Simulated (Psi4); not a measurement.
# B3LYP/6-31G(d) (Cartesian functions) run of CH5BFNO (SMILES COB(N)F)

What is the vertical singlet–triplet gap of CH5BFNO at B3LYP/6-31G* (Cartesian functions)? 

Program for the calculation: Psi4 1.11.

1 further run of the same task is left out (set aside as unsound or not needed).

**1. The structure to begin with**

CH5BFNO: 10 atoms, total charge 0, spin state singlet. As SMILES, `COB(N)F`. Geometry: relaxed at PBE0-D4/def2-TZVP. This is one conformer, not always the lowest.

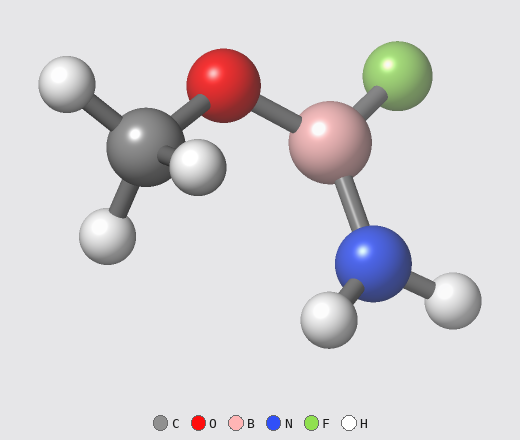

Viewed from a chosen angle; carbon grey, oxygen red, boron pink, nitrogen blue, fluorine green, hydrogen white.

**2. Energy and forces at B3LYP/6-31G(d) (Cartesian functions)**

run.py

```python
import psi4

psi4.set_memory(1600000000)
psi4.set_num_threads(1)
psi4.core.set_output_file('ch5bfno.out', False)

mol = psi4.geometry("""
C
O 1 1.405464
B 2 1.359114 1 120.81999
N 3 1.404602 2 125.02308 1 0.00808
F 3 1.338085 2 116.21859 1 179.99984
H 1 1.09596 2 111.51407 3 61.02857
H 1 1.095999 6 108.96275 2 123.51668
H 1 1.089966 6 108.38496 7 117.74359
H 4 1.002546 3 124.15584 5 179.97325
H 4 1.003781 9 114.48894 3 179.99424
units angstrom
symmetry c1
no_reorient
no_com
""")

psi4.set_options({
    'basis': '6-31G*',
    'reference': 'rks',
    'puream': False,
    'e_convergence': 1e-09,
    'd_convergence': 1e-08,
    'scf_type': 'pk',
    'dft_radial_points': 99,
    'dft_spherical_points': 590,
})

energy_value = psi4.gradient("b3lyp")
print('gradient / Eh bohr^-1')
print(energy_value.np.round(6))
for k, v in sorted(psi4.core.scalar_variables().items()):
    print(f'{k:45s} {v:18.10f}')
```

Started as:

```bash
$ python run.py
```

ch5bfno.out:

```text
[...]
  Running in c1 symmetry.
[...]
  Nuclear repulsion =  174.458258464223917
[...]
  Multiplicity = 1
[...]
  Nalpha       = 20
  Nbeta        = 20
[...]
    Number of basis functions: 85
[...]
   @RKS iter   1:  -295.58025302400370   -3.22979e-01   1.07796e-02 ADIIS/DIIS
[...]
   @RKS iter  12:  -295.92667513124536   -7.95808e-13   1.57644e-09 DIIS
[...]
    Orbital Energies [Eh]
    ---------------------
    Doubly Occupied:
       1A    -24.666596     2A    -19.148303     3A    -14.321915
       4A    -10.237249     5A     -6.801500     6A     -1.171513
       7A     -1.027128     8A     -0.862388     9A     -0.698013
      10A     -0.539308    11A     -0.526802    12A     -0.496093
      13A     -0.462798    14A     -0.462725    15A     -0.429215
      16A     -0.415758    17A     -0.376359    18A     -0.320384
      19A     -0.307939    20A     -0.267074
[...]
  @RKS Final Energy:  -295.92667513124536
   => Energetics <=
    Nuclear Repulsion Energy =            174.4582584642239169
    One-Electron Energy =                -751.9301729679141317
    Two-Electron Energy =                 311.8479210278004530
    DFT Exchange-Correlation Energy =     -30.3026816553556415
    Empirical Dispersion Energy =           0.0000000000000000
    VV10 Nonlocal Energy =                  0.0000000000000000
    Total Energy =                       -295.9266751312453607
[...]
 Multipole Moments:
 ------------------------------------------------------------------------------------
     Multipole            Electronic (a.u.)      Nuclear  (a.u.)        Total (a.u.)
 ------------------------------------------------------------------------------------
 L = 1.  Multiply by 2.5417464519 to convert [e a0] to [Debye]
 Dipole X            :         -0.0003787            0.0003862            0.0000075
 Dipole Y            :         -0.0174230           -0.7123853           -0.7298083
 Dipole Z            :          7.5936562           -8.6902387           -1.0965825
 Magnitude           :                                                    1.3172370
[...]
  -Total Gradient:
     Atom            X                  Y                   Z
    ------   -----------------  -----------------  -----------------
       1       -0.000035965965    -0.000802858304     0.003014302009
       2        0.000017044676    -0.004567058600    -0.002522799159
       3       -0.000012731445    -0.000336037220    -0.002467316801
       4        0.000002844929     0.000466653195     0.001034251099
       5       -0.000002292227    -0.000399519058    -0.005264592918
       6        0.001526597795     0.001107446067     0.001409969433
       7       -0.001503793767     0.001104162379     0.001404240594
       8        0.000007084806    -0.002238909188     0.001132449719
       9       -0.000005362074     0.001740631635     0.004613490138
      10        0.000006569704     0.003905480298    -0.002338417488
[...]
```

On the terminal:

```text
gradient / Eh bohr^-1
[[-3.600e-05 -8.030e-04  3.014e-03]
 [ 1.700e-05 -4.567e-03 -2.523e-03]
 [-1.300e-05 -3.360e-04 -2.467e-03]
 [ 3.000e-06  4.670e-04  1.034e-03]
 [-2.000e-06 -4.000e-04 -5.265e-03]
 [ 1.527e-03  1.107e-03  1.410e-03]
 [-1.504e-03  1.104e-03  1.404e-03]
 [ 7.000e-06 -2.239e-03  1.132e-03]
 [-5.000e-06  1.741e-03  4.613e-03]
 [ 7.000e-06  3.905e-03 -2.338e-03]]
CURRENT ENERGY                                   -295.9266751312
CURRENT REFERENCE ENERGY                         -295.9266751312
DD SOLVATION ENERGY                                 0.0000000000
DFT FUNCTIONAL TOTAL ENERGY                      -295.9266751312
DFT TOTAL ENERGY                                 -295.9266751312
DFT VV10 ENERGY                                     0.0000000000
DFT XC ENERGY                                     -30.3026816554
GRID ELECTRONS ALPHA                               19.9999981547
GRID ELECTRONS BETA                                19.9999981547
GRID ELECTRONS TOTAL                               39.9999963094
NUCLEAR REPULSION ENERGY                          174.4582584642
ONE-ELECTRON ENERGY                              -751.9301729679
PCM POLARIZATION ENERGY                             0.0000000000
PE ENERGY                                           0.0000000000
SCF ITERATION ENERGY                             -295.9266751312
SCF ITERATIONS                                     12.0000000000
SCF TOTAL ENERGY                                 -295.9266751312
TWO-ELECTRON ENERGY                               311.8479210278
XC GRID RADIAL POINTS                              99.0000000000
XC GRID SPHERICAL POINTS                          590.0000000000
XC GRID TOTAL POINTS                           549168.0000000000
```

It took 29 s on 1 thread of Intel Xeon Platinum 8223CL at 3.00GHz (Skylake/Cascade Lake), shared host; peak memory 0.91 GiB.

**3. The triplet: a single-point energy at UB3LYP/6-31G(d) (Cartesian functions)**

input.in

```
memory 1600 MB

molecule m {
  0 3
  C
  O 1 1.405464
  B 2 1.359114 1 120.81999
  N 3 1.404602 2 125.02308 1 0.00808
  F 3 1.338085 2 116.21859 1 179.99984
  H 1 1.09596 2 111.51407 3 61.02857
  H 1 1.095999 6 108.96275 2 123.51668
  H 1 1.089966 6 108.38496 7 117.74359
  H 4 1.002546 3 124.15584 5 179.97325
  H 4 1.003781 9 114.48894 3 179.99424
  symmetry c1
}

set {
  basis 6-31G*
  reference uks
  puream false
  e_convergence 1e-09
  d_convergence 1e-08
  scf_type pk
  dft_radial_points 99
  dft_spherical_points 590
  maxiter 100
}

energy_value, wavefunction = energy("b3lyp", return_wfn=True)
print_variables()
```

Started as:

```bash
$ psi4 -n 1 input.in input.out
```

input.out:

```text
[...]
  Running in c1 symmetry.
[...]
  Nuclear repulsion =  174.458258464223917
[...]
  Multiplicity = 3
[...]
  Nalpha       = 21
  Nbeta        = 19
[...]
    Number of basis functions: 85
[...]
   @UKS iter   1:  -295.32384763677493   -6.65736e-02   9.51741e-03 DIIS/ADIIS
[...]
   @UKS iter  25:  -295.64706845147646   -6.82121e-12   5.57134e-09 DIIS
[...]
   @S^2 Observed:                2.006148702E+00
[...]
    Orbital Energies [Eh]
    ---------------------
    Alpha Occupied:
       1A    -24.709356     2A    -19.213236     3A    -14.431574
       4A    -10.245567     5A     -6.862370     6A     -1.213424
       7A     -1.082146     8A     -0.971721     9A     -0.721946
      10A     -0.601647    11A     -0.590237    12A     -0.551099
      13A     -0.507999    14A     -0.502506    15A     -0.462833
      16A     -0.455520    17A     -0.418384    18A     -0.410586
      19A     -0.360159    20A     -0.343854    21A     -0.012472
    Alpha Virtual:
      22A      0.034370    23A      0.085054    24A      0.107781
      25A      0.123310    26A      0.147786    27A      0.164561
[...]
  @UKS Final Energy:  -295.64706845147646
   => Energetics <=
    Nuclear Repulsion Energy =            174.4582584642239169
    One-Electron Energy =                -749.7947340154703397
    Two-Electron Energy =                 309.9226290541420781
    DFT Exchange-Correlation Energy =     -30.2332219543721692
    Empirical Dispersion Energy =           0.0000000000000000
    VV10 Nonlocal Energy =                  0.0000000000000000
    Total Energy =                       -295.6470684514764571
[...]
 Multipole Moments:
 ------------------------------------------------------------------------------------
     Multipole            Electronic (a.u.)      Nuclear  (a.u.)        Total (a.u.)
 ------------------------------------------------------------------------------------
 L = 1.  Multiply by 2.5417464519 to convert [e a0] to [Debye]
 Dipole X            :          0.0011785            0.0003862            0.0015646
 Dipole Y            :          0.8955815           -0.7123853            0.1831962
 Dipole Z            :          8.1526702           -8.6902387           -0.5375685
 Magnitude           :                                                    0.5679289
[...]
```

Wall time 67 s (1 thread of Intel Xeon Platinum 8223CL at 3.00GHz (Skylake/Cascade Lake), shared host); peak memory 0.92 GiB.

**4. Results**

Level: B3LYP/6-31G* (Cartesian functions).

| quantity | value |
| --- | --- |
| singlet: total energy | -295.92668 Eh |
| singlet: dipole moment | 3.35 D |
| singlet: HOMO energy | -7.27 eV |
| singlet: LUMO energy | 1.95 eV |
| singlet: HOMO–LUMO gap | 9.22 eV |
| singlet: largest force on an atom | 0.271 eV/Å |
| triplet: total energy | -295.64707 Eh |
| triplet: dipole moment | 1.44 D |
| triplet: HOMO energy (highest over α and β) | -0.34 eV |
| triplet: ⟨S²⟩ | 2.006 |
| vertical energy of the triplet above the singlet | 7.608 eV |

At this shape the triplet lies 7.61 eV (734 kJ/mol) above the singlet. The largest force (singlet) is 0.27 eV/Å: the shape isn't a stationary point for this species at this level.
